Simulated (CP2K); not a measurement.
**B3LYP/6-31G(d) (spherical functions) run of CH5BO2 (SMILES COBO)**

What is the energy change on altering one bond length of CH5BO2 at B3LYP/6-31G* (spherical functions)? 

The results are computed with CP2K 2026.2.

2 further runs of the same task are left out: 2 set aside as unsound or not needed.

**1. The molecule**

The species is CH5BO2 (9 atoms), meant as a singlet with charge 0. SMILES: `COBO`. The coordinates come from a PBE0-D4/def2-TZVP relaxation. This is one conformer, not always the lowest.

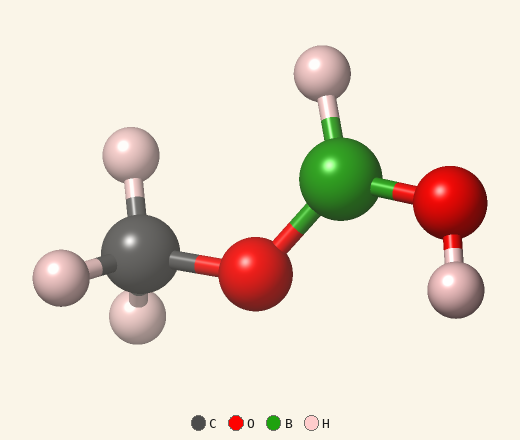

The structure, seen from a chosen angle (carbon dark grey, oxygen red, boron green, hydrogen pink).

**2. A single-point energy at B3LYP/6-31G(d) (spherical functions)**

job.inp

```
&GLOBAL
  PROJECT job
  RUN_TYPE ENERGY
  PRINT_LEVEL MEDIUM
&END

&FORCE_EVAL
  METHOD QS
  &DFT
    BASIS_SET_FILE_NAME ./6_31gs.basis
    POTENTIAL_FILE_NAME POTENTIAL
    &QS
      METHOD GAPW
      EPS_DEFAULT 1.0E-10
    &END
    # real-space grids
    &MGRID
      CUTOFF 280
      REL_CUTOFF 50
      NGRIDS 4
    &END
    # cluster boundary conditions
    &POISSON
      PERIODIC NONE
      POISSON_SOLVER MULTIPOLE
    &END
    # SCF settings
    &SCF
      SCF_GUESS ATOMIC
      EPS_SCF 1.0E-07
      MAX_SCF 100
      ADDED_MOS 5
      &DIAGONALIZATION
        ALGORITHM STANDARD
      &END
      &MIXING
        METHOD DIRECT_P_MIXING
        ALPHA 0.4
      &END
    &END
    &XC
      &XC_FUNCTIONAL
        &HYB_GGA_XC_B3LYP
        &END
      &END
      # exact exchange
      &HF
        FRACTION 0.2
        &SCREENING
          EPS_SCHWARZ 1.0E-10
        &END
        &MEMORY
          MAX_MEMORY 1050
        &END
      &END
    &END
    # extra output
    &PRINT
      &MOMENTS
        PERIODIC F
        REFERENCE COM
        MAX_MOMENT 1
      &END
      &MO ON
        ENERGIES T
        OCCUPATION_NUMBERS T
        NDIGITS 6
        &EACH
          QS_SCF 0
        &END
        ADD_LAST NUMERIC
      &END
      &LOWDIN ON
      &END
      &HIRSHFELD OFF
      &END
    &END
  &END
  # atoms, cell and kinds
  &SUBSYS
    # vacuum box
    &CELL
      ABC 8.9 10.2 11.1
      PERIODIC NONE
    &END
    &COORD
      C      0.281800     0.801900    -1.057400
      O     -0.113500     0.454800     0.251000
      B     -0.134900    -0.834100     0.671600
      O     -0.524600    -1.118500     1.938500
      H      0.568100    -0.079800    -1.637600
      H      1.131400     1.486400    -1.006200
      H     -0.544800     1.307500    -1.561700
      H      0.183900    -1.738400    -0.047600
      H     -0.758900    -0.326300     2.432200
    &END
    &TOPOLOGY
      &CENTER_COORDINATES
      &END
    &END
    &KIND C
      BASIS_SET 6-31Gs
      POTENTIAL ALL
      LEBEDEV_GRID 194
      RADIAL_GRID 100
    &END
    &KIND O
      BASIS_SET 6-31Gs
      POTENTIAL ALL
      LEBEDEV_GRID 194
      RADIAL_GRID 100
    &END
    &KIND B
      BASIS_SET 6-31Gs
      POTENTIAL ALL
      LEBEDEV_GRID 194
      RADIAL_GRID 100
    &END
    &KIND H
      BASIS_SET 6-31Gs
      POTENTIAL ALL
      LEBEDEV_GRID 194
      RADIAL_GRID 100
    &END
  &END
&END
```

On the command line:

```sh
OMP_NUM_THREADS=1 cp2k.psmp job.inp > job.out
```

Log:

```text
CP2K| version string:                                       CP2K version 2026.2
[...]
 GLOBAL| Method name                                                        CP2K
[...]
 GLOBAL| Run type                                                         ENERGY
[...]
 DFT| Spin restricted Kohn-Sham (RKS) calculation                            RKS
 DFT| Multiplicity                                                             1
[...]
 DFT| Charge                                                                   0
[...]
 FUNCTIONAL| HYB_GGA_XC_B3LYP:
[...]
 QS| Method:                                                                GAPW
[...]
 QS| Density cutoff [a.u.]:                                                140.0
[...]
 QS| Relative density cutoff [a.u.]:                                        25.0
[...]
                             - Atoms:                                          9
[...]
                             - Spherical basis functions:                     66
[...]
 Number of electrons:                                                         32
[...]
     1 P_Mix/Diag. 0.40E+00    4.5     0.81781647      -217.0605936762 -2.17E+02
[...]
    14 DIIS/Diag.  0.23E-06    2.4     0.00000009      -216.4960468685 -8.53E-14
  *** SCF run converged in    14 steps ***
[...]
  Overlap energy of the core charge distribution:               0.00001635100303
  Self energy of the core charge distribution:               -198.23769467794216
  Core Hamiltonian energy:                                    -23.75648467254083
  Hartree energy:                                              63.48293467668768
  Exchange-correlation energy:                                 -9.86759546069920
  Hartree-Fock Exchange energy:                                -5.48198310835376
[...]
                     Mulliken Population Analysis
 #  Atom  Element  Kind  Atomic population                           Net charge
       1     C        1          6.194686                             -0.194686
       2     O        2          8.396933                             -0.396933
       3     B        3          4.642202                              0.357798
       4     O        2          8.551309                             -0.551309
       5     H        4          0.851367                              0.148633
       6     H        4          0.846944                              0.153056
       7     H        4          0.847511                              0.152489
       8     H        4          1.075507                             -0.075507
       9     H        4          0.593542                              0.406458
 # Total charge                             32.000000                  0.000000
[...]
  Dipole moment [Debye]
    X=  0.1285642E+00 Y=  0.1628106E+01 Z= -0.8523055E+00  Total=      1.8421955
 ENERGY| Total FORCE_EVAL ( QS ) energy [hartree]           -216.496046868455380
[...]
```

Run time: 45 s. Hardware: 1 thread of Intel Xeon at 2.70GHz, shared host; peak memory 0.64 GiB.

**3. The distorted shape**

molecule.xyz

```xyz
9

C      0.405793     0.726058    -0.981753
O      0.010493     0.378958     0.326647
B     -0.010907    -0.909942     0.747247
O     -0.400607    -1.194342     2.014147
H      0.692093    -0.155642    -1.561953
H      1.255393     1.410558    -0.930553
H     -0.544800     1.307500    -1.561700
H      0.307893    -1.814242     0.028047
H     -0.634907    -0.402142     2.507847
```

molecule.inp

```
&GLOBAL
   PROJECT_NAME molecule
   RUN_TYPE ENERGY
   PRINT_LEVEL MEDIUM
&END GLOBAL

&FORCE_EVAL
   METHOD Quickstep
   &DFT
      BASIS_SET_FILE_NAME ./6_31gs.basis
      POTENTIAL_FILE_NAME POTENTIAL
      &QS
         METHOD GAPW
         EPS_DEFAULT 1.0E-10
      &END QS
      ! plane-wave cutoff in Ry
      &MGRID
         CUTOFF 280
         REL_CUTOFF 50
         NGRIDS 4
      &END MGRID
      ! no periodic images
      &POISSON
         PERIODIC NONE
         POISSON_SOLVER MULTIPOLE
      &END POISSON
      ! SCF settings
      &SCF
         SCF_GUESS ATOMIC
         EPS_SCF 1.0E-07
         MAX_SCF 100
         ADDED_MOS 3
         &DIAGONALIZATION
            ALGORITHM STANDARD
         &END DIAGONALIZATION
         &MIXING
            METHOD DIRECT_P_MIXING
            ALPHA 0.4
         &END MIXING
      &END SCF
      ! functional
      &XC
         &XC_FUNCTIONAL
            &HYB_GGA_XC_B3LYP
            &END HYB_GGA_XC_B3LYP
         &END XC_FUNCTIONAL
         &HF
            FRACTION 0.2
            &SCREENING
               EPS_SCHWARZ 1.0E-10
            &END SCREENING
            &MEMORY
               MAX_MEMORY 1050
            &END MEMORY
         &END HF
      &END XC
      ! extra output
      &PRINT
         &MOMENTS
            PERIODIC F
            REFERENCE COM
            MAX_MOMENT 1
         &END MOMENTS
         &MO ON
            ENERGIES T
            OCCUPATION_NUMBERS T
            NDIGITS 6
            &EACH
               QS_SCF 0
            &END EACH
            ADD_LAST NUMERIC
         &END MO
         &LOWDIN ON
         &END LOWDIN
         &HIRSHFELD OFF
         &END HIRSHFELD
      &END PRINT
   &END DFT
   &SUBSYS
      ! vacuum box
      &CELL
         ABC 8.9 10.2 11.1
         PERIODIC NONE
      &END CELL
      &TOPOLOGY
         COORD_FILE_NAME molecule.xyz
         COORD_FILE_FORMAT XYZ
         &CENTER_COORDINATES
         &END CENTER_COORDINATES
      &END TOPOLOGY
      &KIND C
         BASIS_SET 6-31Gs
         POTENTIAL ALL
         LEBEDEV_GRID 194
         RADIAL_GRID 100
      &END KIND
      &KIND O
         BASIS_SET 6-31Gs
         POTENTIAL ALL
         LEBEDEV_GRID 194
         RADIAL_GRID 100
      &END KIND
      &KIND B
         BASIS_SET 6-31Gs
         POTENTIAL ALL
         LEBEDEV_GRID 194
         RADIAL_GRID 100
      &END KIND
      &KIND H
         BASIS_SET 6-31Gs
         POTENTIAL ALL
         LEBEDEV_GRID 194
         RADIAL_GRID 100
      &END KIND
   &END SUBSYS
&END FORCE_EVAL
```

On the command line:

```sh
OMP_NUM_THREADS=1 cp2k.psmp molecule.inp > molecule.out
```

Log (excerpt; [...] marks lines left out):

```text
CP2K| version string:                                       CP2K version 2026.2
[...]
 GLOBAL| Method name                                                        CP2K
[...]
 GLOBAL| Run type                                                         ENERGY
[...]
 DFT| Spin restricted Kohn-Sham (RKS) calculation                            RKS
 DFT| Multiplicity                                                             1
[...]
 DFT| Charge                                                                   0
[...]
 FUNCTIONAL| HYB_GGA_XC_B3LYP:
[...]
 QS| Method:                                                                GAPW
[...]
 QS| Density cutoff [a.u.]:                                                140.0
[...]
 QS| Relative density cutoff [a.u.]:                                        25.0
[...]
                             - Atoms:                                          9
[...]
                             - Spherical basis functions:                     66
[...]
 Number of electrons:                                                         32
[...]
     1 P_Mix/Diag. 0.40E+00    4.6     0.81748291      -216.9958563739 -2.17E+02
[...]
    15 DIIS/Diag.  0.34E-07    3.4     0.00000001      -216.4846210025 -4.55E-13
  *** SCF run converged in    15 steps ***
[...]
  Overlap energy of the core charge distribution:               0.00001553401822
  Self energy of the core charge distribution:               -198.23769467794216
  Core Hamiltonian energy:                                    -23.89854610572197
  Hartree energy:                                              63.59924220297276
  Exchange-correlation energy:                                 -9.82765397061632
  Hartree-Fock Exchange energy:                                -5.47020596671682
[...]
                     Mulliken Population Analysis
 #  Atom  Element  Kind  Atomic population                           Net charge
       1     C        1          6.180504                             -0.180504
       2     O        2          8.387848                             -0.387848
       3     B        3          4.640926                              0.359074
       4     O        2          8.550400                             -0.550400
[...]
  Dipole moment [Debye]
    X=  0.2304681E+00 Y=  0.1519824E+01 Z= -0.7245845E+00  Total=      1.6994127
 ENERGY| Total FORCE_EVAL ( QS ) energy [hartree]           -216.484621002452911
[...]
```

Run time: 49 s. Hardware: 1 thread of Intel Xeon at 2.70GHz, shared host; peak memory 0.64 GiB.

**4. Results**

At B3LYP/6-31G* (spherical functions):

```
                                                         quantity          value
                                        first shape: total energy  -216.49605 Eh
                                       first shape: dipole moment         1.84 D
                                         first shape: HOMO energy       -8.02 eV
                                         first shape: LUMO energy        1.51 eV
                                       first shape: HOMO–LUMO gap        9.52 eV
                                    distorted shape: total energy  -216.48462 Eh
                                   distorted shape: dipole moment         1.70 D
                                     distorted shape: HOMO energy       -7.98 eV
                                     distorted shape: LUMO energy        1.44 eV
                                   distorted shape: HOMO–LUMO gap        9.42 eV
energy change with the C1–H7 bond stretched from 1.092 to 1.256 Å       0.311 eV
```

In words: With the C1–H7 bond stretched from 1.092 to 1.256 Å the energy rises by 0.31 eV (7.2 kcal/mol). The first shape isn't relaxed at this level, so the change isn't measured from a minimum.
